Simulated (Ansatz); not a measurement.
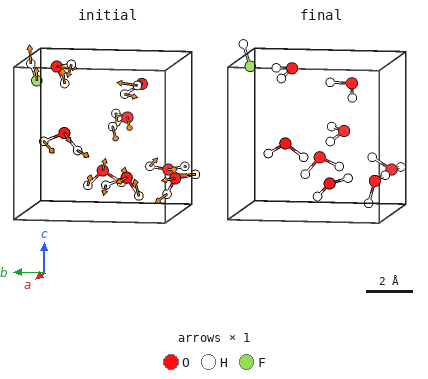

The structure of an amorphous cell of composition H₁₇O₈F before (left) and after (right) a relaxation, at one scale. The orange arrows give the displacements, at their true length.

The picture is a ball-and-stick view of the cell of the calculation, seen from a free direction.

The cell holds 8 H2O + 1 HF. The run prepares the start of a later molecular dynamics calculation, from a guessed geometry.

Computed with Ansatz, DFT PBEsol, scalar-relativistic, plane waves, PAW. Set-up: plane-wave cutoff 420 eV; k-point mesh 1 × 1 × 1; occupations fermi dirac; smearing width 0.02 eV; no spin polarisation; atoms relaxed in a fixed cell; force threshold 0.3 eV/Å; at most 15 steps.

What changed between the two?

Answer. The relaxation stopped without meeting its thresholds, so the last structure isn't shown to be converged. It used up its limit of 15 steps. The largest move is that of an H atom, 1.27 Å along [1 1 0]. By element the largest moves are H 1.27 Å, O 1.09 Å, F 0.63 Å. The cell doesn't change. Near-neighbour distances that change, for instance: H–O 2.328 → 1.342 Å, F–H 0.934 → 1.050 Å, H–O 0.969 → 1.040 Å, H–O 0.969 → 1.013 Å. Among the angles between lasting bonds that change: H–O–H 104.0° → 108.0°. After 14 geometry steps the energy has fallen by 185 meV per atom. The largest force component goes from 1.4 to 0.38 eV/Å.

Limits of the set-up: the program's low-accuracy preset was used; the periodic images lie only 6.7 Å apart, so the values are limited by the cell's size.
